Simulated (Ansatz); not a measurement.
# How many bands does the GW gap of PtSe2 (1T monolayer) need?, part 2 of 2

How do accuracy and time trade against each other in G0W0 on PtSe2 (1T monolayer)?

Ansatz 0.2.0; G0W0 on PBEsol, plane waves, PAW; PAW set soft_1. Known limits of the many-body steps: not at the basis limit; coarse mesh for a sheet; no spin polarisation; d states lean on the start; no spin-orbit coupling.

So far. Step 5 (1623 empty bands, screening to 165 eV): Against the run with 6×6×1 mesh, 883 empty bands, screening to 110 eV, PAW set soft_1 files, the gap moves by +0.02 eV.

### 6. Changing the k mesh: 3×3×1 mesh, 410 empty bands, screening to 66 eV, PAW set soft_1 files

A second mesh at equal bands and cutoff isolates the sampling error. Bands and cutoff differ from the step before, so it is read against an earlier run that matches them.

input.yaml reads:

```yaml
crystal:
  lattice:
    - [3.7031659121, 0.0, 0.0]
    - [-1.851582956, 3.2070357543, 0.0]
    - [0.0, 0.0, 28.4]
  atoms:
    - { symbol: Pt, position: [0.0, 0.0, 0.5] }
    - { symbol: Se, position: [0.3333333333, 0.6666666667, 0.5454944555] }
    - { symbol: Se, position: [0.6666666667, 0.3333333333, 0.4545055445] }
  periodic: [true, true, false]
kpoints:
  mp_grid: { grid: [3, 3, 1] }
hamiltonian:
  xc: pbesol
  pseudopotentials: { kind: paw, azcp: { folder: soft_1 }, xc_functional: pbe }
scf:
  occupations: { method: fixed }
gw:
  n_empty_bands: 410
  ecut_chi: 66.0
  qp_bands: [v2, c2]
  qp_kpoints: band_edges
  screening: { model: contour_deformation }
```

On the command line:

```sh
$ ansatz run input.yaml --threads 3 --pin off --max-ram 92160MiB --backend cuda --events-out ev --progress --plain --runs-dir out --devices 1 --max-vram 13GiB
```

Numbers of over 12 decimals in the logs are rounded to 6 here.

What it wrote:

```text
GPUs: using 1 of 1 available (devices: 1).
[...]
GPU FFT provider: cuFFT
GPU libraries: cuBLAS 13.8.2, cuFFT 12.4.0, cuSOLVER 12.3.4
Crystal: 3 atoms, lattice volume = 337.284 Å³
Basis set: ecut = 420 eV, 6635 PW (Γ)
Bands: 30, of which v1, the nominal top of the filled ones, is band 25 counted from 1 (24 counted from 0)
Symmetry: 12 space group operations
[...]
k-points: 3 of 9
[...]
1    26     -3.7616   -16.0499    -2.7455   -19.5399  0.7406    -3.0020    -3.0171  root
     1    27     -2.8731   -16.3814    -2.9013   -20.0808  0.7317    -2.0516    -2.0751  root
     2    24     -6.5738   -25.2524     3.3551   -21.5706  0.7203    -6.9038    -6.9005  root
     2    25     -6.5738   -25.2524     3.3551   -21.5706  0.7203    -6.9038    -6.9005  root
     2    26     -3.7518   -15.6792    -2.8685   -19.3004  0.7399    -2.9838    -2.9991  root
     2    27     -3.7518   -15.6792    -2.8685   -19.3004  0.7399    -2.9838    -2.9991  root
[key lines of the parts left out:]
SCF converged after 8 iterations
Free energy (F): -23235.028500 eV
Fermi energy:    -5.587402 eV
```

Run time: 13 s. Hardware: 1 × NVIDIA H100 80GB HBM3 (shared by 6 runs) with 3 threads of AMD EPYC 7R13 (Zen 3), shared host; peak memory 1.4 GiB.

Numbers from this step:

- bands summed: 435
- plane waves in the screening matrix: 439
- G0W0 gap on the mesh: 2.855 eV
- k of the valence top: 0, 0, 0
- k of the conduction bottom: 0, 0.3333, 0
- starting gap on the mesh: 1.826 eV
- least direct G0W0 gap on the computed points: 3.498 eV

Against the run with 6×6×1 mesh, 410 empty bands, screening to 66 eV, PAW set soft_1 files, the gap moves by +0.34 eV, while the start moved by +0.13 eV. A band edge is found at another k point on this mesh.

### 7. Changing the k mesh: 9×9×1 mesh, 410 empty bands, screening to 66 eV, PAW set soft_1 files

Changes to input.yaml since step 6:

```diff
@@ -11,3 +11,3 @@
 kpoints:
-  mp_grid: { grid: [3, 3, 1] }
+  mp_grid: { grid: [9, 9, 1] }
 hamiltonian:
```

What it wrote:

```text
GPUs: using 1 of 1 available (devices: 1).
[...]
GPU FFT provider: cuFFT
GPU libraries: cuBLAS 13.8.2, cuFFT 12.4.0, cuSOLVER 12.3.4
Crystal: 3 atoms, lattice volume = 337.284 Å³
Basis set: ecut = 420 eV, 6635 PW (Γ)
Bands: 30, of which v1, the nominal top of the filled ones, is band 25 counted from 1 (24 counted from 0)
Symmetry: 12 space group operations
[...]
k-points: 12 of 81
[...]
1    27     -2.8472   -16.6631    -3.0130   -20.3341  0.6837    -2.1575    -2.1893  root
[...]
11    24     -6.7181   -25.1864     3.4212   -21.5320  0.6875    -6.9543    -6.9513  root
    11    25     -6.7181   -25.1864     3.4212   -21.5320  0.6875    -6.9543    -6.9513  root
    11    26     -3.8916   -15.7049    -2.9104   -19.2570  0.7099    -3.2290    -3.2498  root
    11    27     -3.8916   -15.7049    -2.9104   -19.2570  0.7099    -3.2290    -3.2498  root
[key lines of the parts left out:]
SCF converged after 8 iterations
Free energy (F): -23234.922570 eV
Fermi energy:    -5.742367 eV
```

Elapsed: 75 s, on 1 × NVIDIA H100 80GB HBM3 (shared by 6 runs) with 3 threads; peak memory 2.1 GiB.

Numbers from this step:

```
bands summed                                 : 435
plane waves in the screening matrix          : 439
G0W0 gap on the mesh                         : 2.223 eV
k of the valence top                         : 0, 0, 0
k of the conduction bottom                   : 0, 0.2222, 0
starting gap on the mesh                     : 1.404 eV
least direct G0W0 gap on the computed points : 2.445 eV
```

Against the run with 3×3×1 mesh, 410 empty bands, screening to 66 eV, PAW set soft_1 files, the gap moves by −0.63 eV, while the start moved by −0.42 eV. A band edge is found at another k point on this mesh.

### 8. Convergence and cost

Times are wall times on 1 × NVIDIA H100 80GB HBM3 (shared by 6 runs) with 3 threads of AMD EPYC 7R13 (Zen 3), shared host, good to a factor of about two.

```
 mesh           files            frequency  bands summed  cutoff (eV)  start (eV)  G0W0 (eV)     time  host memory (GiB)
6×6×1  PAW set soft_1  contour deformation           170           33       1.692      2.419     12 s                1.3
6×6×1  PAW set soft_1  contour deformation           435           66       1.692      2.518     42 s                1.7
6×6×1  PAW set soft_1  contour deformation           908          110       1.692      2.597     39 s                2.7
6×6×1  PAW set soft_1  contour deformation          1648          165       1.692      2.618  1.9 min                5.1
3×3×1  PAW set soft_1  contour deformation           435           66       1.826      2.855     13 s                1.4
9×9×1  PAW set soft_1  contour deformation           435           66       1.404      2.223     75 s                2.1
```

The parts of the quasiparticle energy at the two band edges (eV; QP = start + Σx + Σc − Vxc):

| run | edge | start | Σx | Σc | Vxc | Z | QP |
| --- | --- | --- | --- | --- | --- | --- | --- |
| 170 bands | valence top | -5.75 | -17.75 | 1.66 | -16.25 | 0.72 | -5.59 |
| 170 bands | conduction bottom | -4.06 | -16.05 | -2.24 | -19.18 | 0.73 | -3.17 |
| 435 bands | valence top | -5.75 | -17.75 | 1.30 | -16.25 | 0.71 | -5.95 |
| 435 bands | conduction bottom | -4.06 | -16.05 | -2.50 | -19.18 | 0.72 | -3.43 |
| 908 bands | valence top | -5.75 | -17.75 | 1.03 | -16.25 | 0.71 | -6.22 |
| 908 bands | conduction bottom | -4.06 | -16.05 | -2.69 | -19.18 | 0.72 | -3.62 |
| 1648 bands | valence top | -5.75 | -17.75 | 0.89 | -16.25 | 0.71 | -6.36 |
| 1648 bands | conduction bottom | -4.06 | -16.05 | -2.81 | -19.18 | 0.72 | -3.74 |

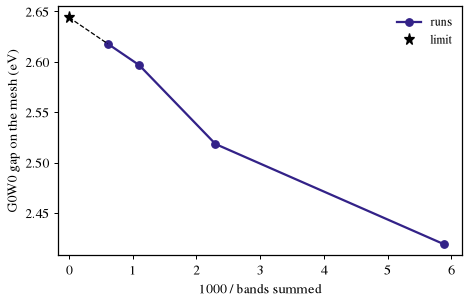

The gap against one over the number of bands; the dashed line carries the two highest rungs to the limit.

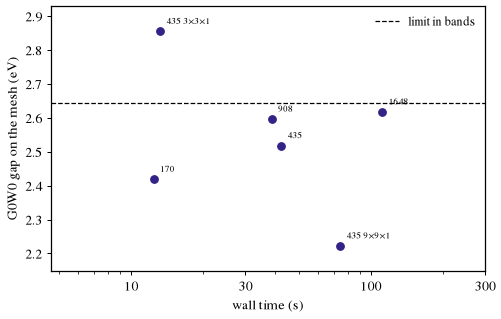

Result against wall time.

### 9. Outcome

| Property | Result |
| --- | --- |
| 170 bands, 33 eV | 2.419 eV |
| 435 bands, 66 eV | 2.518 eV |
| 908 bands, 110 eV | 2.597 eV |
| 1648 bands, 165 eV | 2.618 eV |
| estimated limit in bands and cutoff | 2.64 eV |
| mesh and start | 6×6×1, PBEsol |

**Reading.** A line in one over the bands through the two highest rungs gives 2.64 eV, +0.03 eV from the top rung; the pair below gives 2.67 eV, so the series converges faster than that law. The rungs stand 0.23 eV (170 bands), 0.13 eV (435 bands), 0.05 eV (908 bands) and 0.03 eV (1648 bands) from it. From 170 to 1648 bands the gap moves by +0.20 eV while the time grows 9.0-fold. Σc changes by −0.76 eV at the valence top and −0.57 eV at the conduction bottom, so the levels themselves move more than the gap between them. On the 3×3×1 mesh in place of 6×6×1 the gap differs by +0.34 eV, of which +0.13 eV is already in the start. On the 9×9×1 mesh in place of 6×6×1 the gap differs by −0.30 eV, of which −0.29 eV is already in the start. The cheapest rung within 0.1 eV of this estimate is that with 908 bands (39 s). The 6×6×1 mesh misses a band edge: over a band path and its finer mesh (run apart) the PBEsol gap is 1.42 eV, so the G0W0 gap over the zone may lie about 0.27 eV below its value on the mesh. The mesh in the plane is coarse for a sheet; gap and any exciton binding can still move on denser ones. The runs have no spin polarisation. For a closed low-spin shell that is the natural state; where a d or f shell is open it is a constraint, and the gap is then not the crystal's own. With d states at the gap, one-shot GW leans hard on its start. The many-body steps are scalar-relativistic: spin-orbit coupling is not in them.

[Paths, hosts, dates, memory and timing lines, banners, echoed tables and standing remarks are left out of the program output.]

[Logs are printed without paths, hosts, clocks, repeated set-up lines and the standing remarks that a program may print on its own settings, such as how far it seeks lower states.]

[Runs of the session that timed out or met a known fault of the program may be left out.]

[Cells called generated may have been cut or substituted from an entry of the Crystallography Open Database or the Materials Project.]

[Hosts, paths, dates, database ids (printed as entryN), source tags and the programs' standing remarks are cut or masked in the printed files.]
